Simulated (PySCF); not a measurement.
Property calculation, with input and output: GaH$_{2}$O$_{2}$F

The run: property calculation of GaH$_{2}$O$_{2}$F, SMILES [OH][Ga]([OH])[F]. Method and program: HF/cc-pV(D+d)Z, RHF (PySCF 2.14.0).

The geometry comes from this level: PBE0-D4/def2-TZVP.

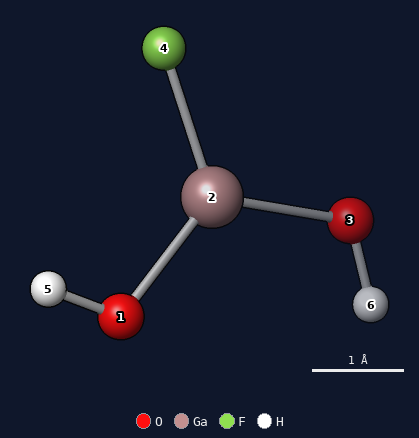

The input geometry (ball-and-stick view, seen at a tilt; atoms are numbered from 1 in the order of the input). Sticks mark near contacts. Bond lengths as drawn: F–Ga 1.74 Å, Ga–O 1.76 to 1.77 Å and H–O 0.96 Å.

Results in brief:

```tsv
quantity	value
outcome	converged
total energy	−2173.657258 hartree
basis functions	79
HOMO	−13.64 eV
LUMO	2.33 eV
dipole moment	2.13 D
hardware	1 thread of Arm Neoverse V2, 24 GiB of memory available, shared host
wall time	1.7 s
peak memory	0.17 GiB
```

Input (calc.py):
```python
# [OH][Ga]([OH])[F]
import numpy
from pyscf import gto, scf, lo

system = gto.Mole()
system.atom = 'start.xyz'
system.max_memory = 1860
system.basis = 'cc-pv(d+d)z'
system.verbose = 4
system.build()

myscf = system.RHF()
myscf.conv_tol = 1e-10
myscf.kernel()
if not myscf.converged:
    myscf = myscf.newton().run(myscf.mo_coeff, myscf.mo_occ)

etot = myscf.e_tot
print(f'total energy: {etot:.8f} hartree')
dip = myscf.dip_moment()
pop, q = myscf.mulliken_pop()
quad = myscf.quad_moment()
occ = myscf.mo_coeff[:, myscf.mo_occ > 0]
iaos = lo.vec_lowdin(lo.iao.iao(system, occ), myscf.get_ovlp())
c = iaos.T @ myscf.get_ovlp() @ occ
pop_iao, q_iao = scf.hf.mulliken_pop(lo.iao.reference_mol(system), (c * myscf.mo_occ[myscf.mo_occ > 0]) @ c.T, numpy.eye(c.shape[0]), verbose=0)
print('IAO charges', numpy.round(q_iao, 4))
```

File start.xyz:
```
6

O     -0.297200     1.351000    -0.574800
Ga    -0.068200    -0.342400    -0.117600
O      0.794400    -0.842300     1.335300
F     -0.722600    -1.588800    -1.144800
H     -0.788800     1.459000    -1.392800
H      1.124200    -0.100400     1.848500
```

Run as:
```bash
OMP_NUM_THREADS=1 python calc.py
```

Output:
```
PySCF version 2.14.0

[INPUT] num. atoms = 6
[INPUT] num. electrons = 58
[INPUT] charge = 0
[INPUT] spin (= nelec alpha-beta = 2S) = 0
[INPUT] symmetry False subgroup None
[INPUT] Mole.unit = angstrom
[INPUT] Symbol           X                Y                Z      unit          X                Y                Z       unit  Magmom
[INPUT]  1 O     -0.297200000000   1.351000000000  -0.574800000000 AA   -0.561626604221   2.553019994287  -1.086214576400 Bohr   0.0
[INPUT]  2 Ga    -0.068200000000  -0.342400000000  -0.117600000000 AA   -0.128879321695  -0.647042225051  -0.222231792249 Bohr   0.0
[INPUT]  3 O      0.794400000000  -0.842300000000   1.335300000000 AA    1.501198433354  -1.591716314721   2.523351294132 Bohr   0.0
[INPUT]  4 F     -0.722600000000  -1.588800000000  -1.144800000000 AA   -1.365516097611  -3.002396866709  -2.163358467402 Bohr   0.0
[INPUT]  5 H     -0.788800000000   1.459000000000  -1.392800000000 AA   -1.490615967057   2.757110415740  -2.632010546294 Bohr   0.0
[INPUT]  6 H      1.124200000000  -0.100400000000   1.848500000000 AA    2.124430109236  -0.189728502906   3.493158741259 Bohr   0.0

nuclear repulsion = 297.914371449387
number of shells = 16
number of NR pGTOs = 169
number of NR cGTOs = 79
basis = cc-pv(d+d)z
ecp = {}

******** <class 'pyscf.scf.hf.RHF'> ********
method = RHF
initial guess = minao
damping factor = 0
level_shift factor = 0
DIIS = <class 'pyscf.scf.diis.CDIIS'>
diis_start_cycle = 1
diis_space = 8
diis_damp = 0
SCF conv_tol = 1e-10
SCF conv_tol_grad = None
SCF max_cycles = 50
direct_scf = True
direct_scf_tol = 1e-13
Set gradient conv threshold to 1e-05
Initial guess from minao.
init E= -2173.05341990823
  HOMO = -0.481495910546849  LUMO = -0.0692548396994095  gap/eV = 11.21765
cycle= 1 E= -2173.52945044397  delta_E= -0.476  |g|= 0.81  |ddm|= 4.12
  HOMO = -0.431500356664658  LUMO = 0.0875126545385116  gap/eV = 14.12306
cycle= 2 E= -2173.61300168201  delta_E= -0.0836  |g|= 0.503  |ddm|= 2.03
  HOMO = -0.511525486772761  LUMO = 0.0792942892977484  gap/eV = 16.07702
cycle= 3 E= -2173.65666777479  delta_E= -0.0437  |g|= 0.0412  |ddm|= 0.644
  HOMO = -0.501388316857928  LUMO = 0.0859367360526919  gap/eV = 15.98193
cycle= 4 E= -2173.6572160551  delta_E= -0.000548  |g|= 0.00797  |ddm|= 0.112
  HOMO = -0.50166483577225  LUMO = 0.0857953395505273  gap/eV = 15.98561
cycle= 5 E= -2173.65725317855  delta_E= -3.71e-05  |g|= 0.0028  |ddm|= 0.0302
  HOMO = -0.501123517614797  LUMO = 0.085760592240268  gap/eV = 15.96993
cycle= 6 E= -2173.65725657614  delta_E= -3.4e-06  |g|= 0.00133  |ddm|= 0.00567
  HOMO = -0.501165598067653  LUMO = 0.0856818233368601  gap/eV = 15.96893
cycle= 7 E= -2173.6572575874  delta_E= -1.01e-06  |g|= 0.00035  |ddm|= 0.0036
  HOMO = -0.501110454155844  LUMO = 0.0856527608997597  gap/eV = 15.96664
cycle= 8 E= -2173.65725769055  delta_E= -1.03e-07  |g|= 6.16e-05  |ddm|= 0.00155
  HOMO = -0.501095344579698  LUMO = 0.0856573592291783  gap/eV = 15.96635
cycle= 9 E= -2173.65725769235  delta_E= -1.81e-09  |g|= 2.43e-05  |ddm|= 0.000237
  HOMO = -0.501094965381904  LUMO = 0.085657096675809  gap/eV = 15.96634
cycle= 10 E= -2173.65725769257  delta_E= -2.19e-10  |g|= 8.13e-06  |ddm|= 6.05e-05
  HOMO = -0.501093914680541  LUMO = 0.0856568837911409  gap/eV = 15.96630
cycle= 11 E= -2173.65725769258  delta_E= -7.28e-12  |g|= 2.27e-06  |ddm|= 2e-05
  HOMO = -0.501094100622776  LUMO = 0.0856569832473495  gap/eV = 15.96631
```

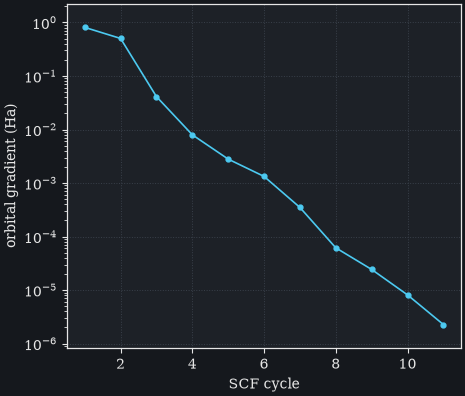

Convergence of the self-consistent field: orbital gradient against the SCF cycle. The residual falls at every step.

```
Extra cycle  E= -2173.65725769259  delta_E= -5.91e-12  |g|= 1.18e-06  |ddm|= 5.39e-06
converged SCF energy = -2173.65725769259
total energy: -2173.65725769 hartree
Dipole moment(X, Y, Z, Debye):  0.11932,  2.12755,  0.10266
 ** Mulliken pop  **
pop of  0 O 1s            2.00125
pop of  0 O 2s            1.79627
pop of  0 O 3s           -0.05110
pop of  0 O 2px           1.65339
pop of  0 O 2py           1.57582
pop of  0 O 2pz           1.51115
pop of  0 O 3px           0.05902
pop of  0 O 3py           0.06162
pop of  0 O 3pz          -0.05492
pop of  0 O 3dxy          0.00089
pop of  0 O 3dyz          0.00073
pop of  0 O 3dz^2         0.00225
pop of  0 O 3dxz          0.00255
pop of  0 O 3dx2-y2       0.00184
pop of  1 Ga 1s           2.00000
pop of  1 Ga 2s           2.00016
pop of  1 Ga 3s           2.00297
pop of  1 Ga 4s           0.86503
pop of  1 Ga 5s          -0.31788
pop of  1 Ga 2px          2.00000
pop of  1 Ga 2py          1.99999
pop of  1 Ga 2pz          1.99999
pop of  1 Ga 3px          1.99963
pop of  1 Ga 3py          1.99938
pop of  1 Ga 3pz          1.99935
pop of  1 Ga 4px          0.35078
pop of  1 Ga 4py          0.44631
pop of  1 Ga 4pz          0.42629
pop of  1 Ga 5px         -0.11042
pop of  1 Ga 5py         -0.12044
pop of  1 Ga 5pz         -0.12477
pop of  1 Ga 3dxy         1.99402
pop of  1 Ga 3dyz         1.99457
pop of  1 Ga 3dz^2        1.99403
pop of  1 Ga 3dxz         1.98969
pop of  1 Ga 3dx2-y2      1.99164
pop of  1 Ga 4dxy         0.07860
pop of  1 Ga 4dyz         0.09560
pop of  1 Ga 4dz^2        0.09162
pop of  1 Ga 4dxz         0.04666
pop of  1 Ga 4dx2-y2      0.06606
pop of  2 O 1s            2.00125
pop of  2 O 2s            1.79907
pop of  2 O 3s           -0.05414
pop of  2 O 2px           1.65806
pop of  2 O 2py           1.54854
pop of  2 O 2pz           1.53363
pop of  2 O 3px           0.07258
pop of  2 O 3py          -0.01575
pop of  2 O 3pz          -0.00032
pop of  2 O 3dxy          0.00178
pop of  2 O 3dyz          0.00302
pop of  2 O 3dz^2         0.00090
pop of  2 O 3dxz          0.00067
pop of  2 O 3dx2-y2       0.00210
pop of  3 F 1s            2.00085
pop of  3 F 2s            1.89343
pop of  3 F 3s            0.04720
pop of  3 F 2px           1.82033
pop of  3 F 2py           1.77474
pop of  3 F 2pz           1.79536
pop of  3 F 3px           0.07024
pop of  3 F 3py           0.05783
pop of  3 F 3pz           0.06110
pop of  3 F 3dxy          0.00049
pop of  3 F 3dyz          0.00075
pop of  3 F 3dz^2         0.00039
pop of  3 F 3dxz          0.00033
pop of  3 F 3dx2-y2       0.00042
pop of  4 H 1s            1.04466
pop of  4 H 2s           -0.32505
pop of  4 H 2px           0.02636
pop of  4 H 2py           0.01726
pop of  4 H 2pz           0.03831
pop of  5 H 1s            1.04579
pop of  5 H 2s           -0.32403
pop of  5 H 2px           0.02200
pop of  5 H 2py           0.03530
pop of  5 H 2pz           0.02489
 ** Mulliken atomic charges  **
charge of    0O =     -0.56076
charge of    1Ga =      1.24111
charge of    2O =     -0.55138
charge of    3F =     -0.52347
charge of    4H =      0.19845
charge of    5H =      0.19604
Traceless quadrupole moment (Debye*A):

IAO charges [-0.825   1.5092 -0.813  -0.5975  0.3633  0.3631]
```

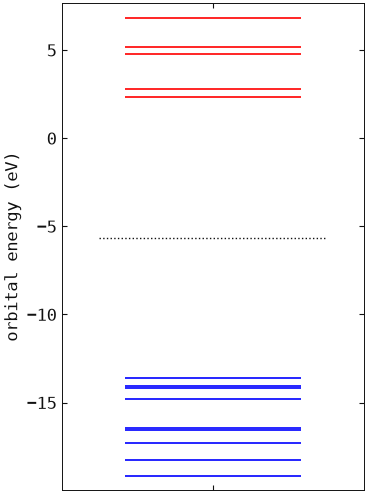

Orbital energies near the frontier; the dotted line parts filled from empty levels, and levels within 0.02 eV of each other stand side by side. Highest filled −13.64 eV, lowest empty 2.33 eV, 15.97 eV apart.
